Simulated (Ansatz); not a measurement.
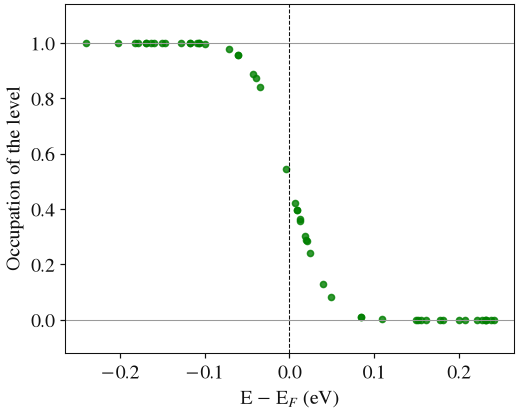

Occupations of the one-electron levels of the k mesh against their energy, from a run on MoSe, space group F-43m (No. 216), 2 atoms in the cell, with Ansatz.

**Name the smearing function and its width.**

Gaussian smearing with a width of 0.05 eV. The occupations stay between 0 and 1 and die off fast, as an error function; the slope at the Fermi level is 1/(√π × width).
